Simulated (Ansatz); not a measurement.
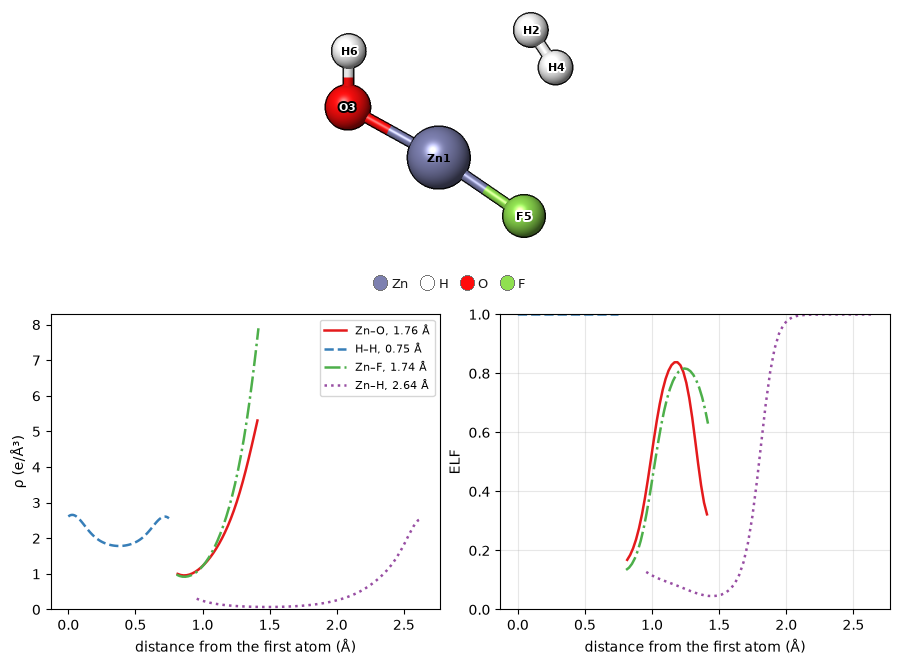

The picture shows: FHOZn···H$_{2}$. Total electron density and electron localisation function along straight lines between neighbouring atoms. The curves leave out the atomic cores. The structure is drawn too.

The product side of a reaction path; geometry: PBE0-D4/def2-TZVP.

The calculation used RKS PBE0-D4/def2-TZVPP (Ansatz 0.2.0).

```yaml
atoms:
  - { symbol: Zn, position_ang: [0.2341, -0.1957, -0.9294] }
  - { symbol: H, position_ang: [-0.4089, 1.0745, 1.4744] }
  - { symbol: O, position_ang: [0.1971, -1.8746, -0.3974] }
  - { symbol: H, position_ang: [-0.3080, 1.5882, 0.9375] }
  - { symbol: F, position_ang: [0.3124, 1.4069, -1.6117] }
  - { symbol: H, position_ang: [-0.0267, -1.9992, 0.5267] }
```

### What can be read from the curves?

Zn–O (1.76 Å): ρ at the midpoint is about 0.96 e/Å³; the ELF peaks at about 0.85 in the valence shell of O, 0.6 Å from its nucleus, and is about 0.25 at the midpoint.
H–H (0.75 Å): the density is about 1.8 e/Å³ at the midpoint; the ELF peaks at about 1 between the atoms.
Zn–F (1.74 Å): ρ at the midpoint is about 0.92 e/Å³; the ELF peaks at about 0.80 in the valence shell of F, 0.5 Å from its nucleus, and is about 0.15 at the midpoint.
Zn1···H4 (2.64 Å): the density falls to about 0.07 e/Å³ on the way; the ELF dips to about 0.05 between them.
